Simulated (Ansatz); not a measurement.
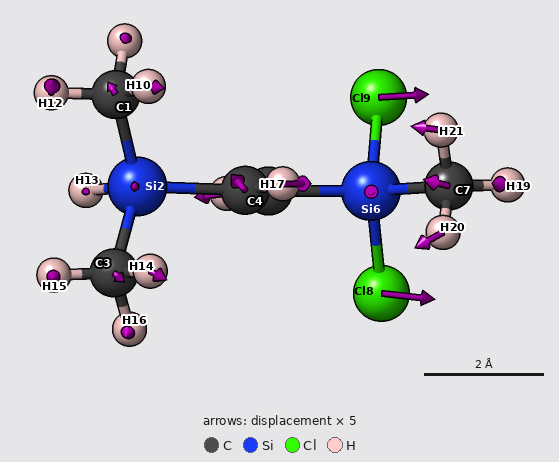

This is a relaxation of C5H12Cl2Si2 (coarse preliminary run). The starting structure is drawn; purple arrows show the displacements, 5 times their true length. The two geometries are superimposed by the best rigid fit.

The picture is a ball-and-stick view, seen at a tilt.

The start comes from a force field.

All numbers below come from RKS PBE-D4/def2-SVP in Ansatz 0.2.0. Set-up: force threshold 0.03 eV/Å; at most 200 steps.

Describe the change and its energy.

Over 5 geometry steps the energy falls by 0.572 eV. The largest force component goes from 2.6 to 0.01 eV/Å. The largest move after the best rigid fit is that of a Cl atom, 0.19 Å. Largest moves by element: Cl 0.19 Å, H 0.15 Å, C 0.13 Å, Si 0.06 Å. Some distances before and after: C–H 1.044 → 1.109 Å, C–C 1.305 → 1.356 Å, C–Si 1.841 → 1.892 Å, C–H 1.144 → 1.109 Å. Bond angles that change, for instance: Si–C–H 110.1° → 117.3°, C–C–H 124.8° → 118.2°, Si–C–H 111.3° → 117.4°. The run took about 21 s of wall time on a shared GPU.
